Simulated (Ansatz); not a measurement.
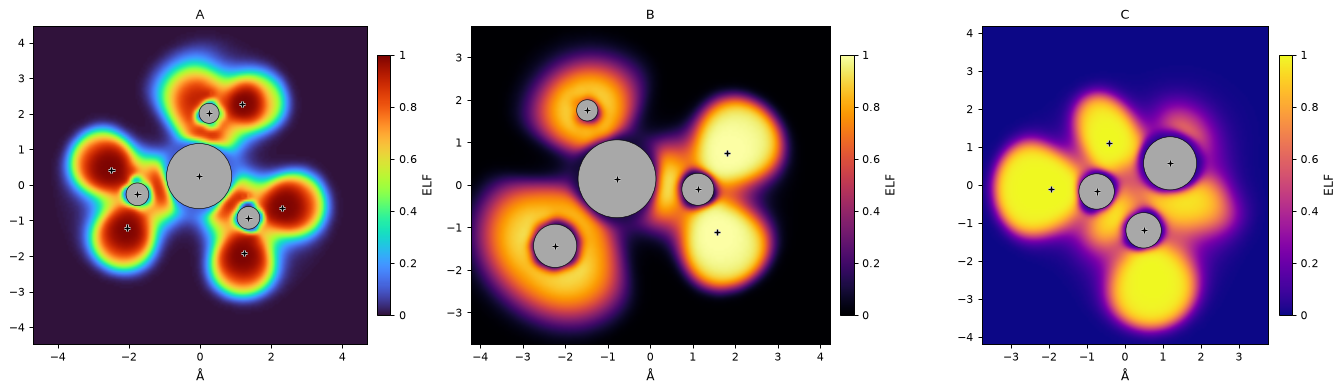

The electron localisation function of 3 systems, each on a plane through atoms (crosses mark nuclei in the plane; grey discs cover the cores).

The calculation used isolated molecule in a Gaussian basis; Kohn-Sham density functional theory, functional PBE0 in Ansatz.

System 1: GaH5N2O (SMILES [NH2][Ga]([NH2])[OH]), the plane of atoms Ga1, O4 and H9. Geometry: PBE0-D4/def2-SVP.

```yaml
atoms:
  - { symbol: Ga, position_ang: [0.2436, 0.0047, 0.0426] }
  - { symbol: N, position_ang: [0.0374, 1.5603, -0.8575] }
  - { symbol: N, position_ang: [-1.1310, -1.1201, 0.4224] }
  - { symbol: O, position_ang: [1.9154, -0.3719, 0.5510] }
  - { symbol: H, position_ang: [0.7856, 2.2424, -0.8621] }
  - { symbol: H, position_ang: [-0.8642, 2.0042, -0.9744] }
  - { symbol: H, position_ang: [-0.9747, -2.0769, 0.7137] }
  - { symbol: H, position_ang: [-2.0278, -1.0285, -0.0386] }
  - { symbol: H, position_ang: [2.0156, -1.2141, 1.0028] }
```

System 2: CH2ClFGa (SMILES [CH2][Ga]([F])[Cl]) (doublet), the molecular plane. Geometry: B3LYP-D3(BJ)/def2-SVP.

```xyz
6

C    -0.0095   -0.6415    0.5578
Cl    1.4418   -3.1258    2.7408
F     2.9063   -1.8668    0.0952
Ga    1.4339   -1.8061    1.0473
H    -0.9352   -0.5905    1.1398
H     0.0470    0.0099   -0.3205
```

System 3: B2ClGaH4Si, the plane of atoms B2, B1 and Si5. Geometry: PBE-D3(BJ)/def2-SVP.

| atom | x (Å) | y (Å) | z (Å) |
| --- | --- | --- | --- |
| B | -0.8839 | 0.5352 | -0.2510 |
| B | -1.4268 | -0.9465 | -0.5425 |
| Cl | 1.2714 | -1.6432 | 1.6094 |
| Ga | 0.3874 | -2.1557 | -1.2323 |
| Si | -0.7348 | -0.9128 | 1.2231 |
| H | -1.2564 | -0.7274 | 2.6205 |
| H | -2.1720 | -1.5146 | -1.3128 |
| H | -0.8679 | 1.6702 | -0.6792 |
| H | -0.2089 | 0.6848 | 0.8883 |

Match each panel to its system.

Answer. Panel A is system 1, GaH5N2O: the plane holds Ga, N, O and H. Ga–O (1.79 Å): the ELF peaks at about 0.85 in the valence shell of O, 0.6 Å from its nucleus, and is about 0.25 at the midpoint. Panel B is system 2, CH2ClFGa: the plane holds C, Cl, F, Ga and H. Ga–F (1.75 Å): the ELF peaks at about 0.80 in the valence shell of F, 0.5 Å from its nucleus, and is about 0.20 at the midpoint. Panel C is system 3, B2ClGaH4Si: the plane holds B, Si and H. B–B (1.60 Å): the ELF peaks at about 0.90 between the atoms (localised, covalent bonding).
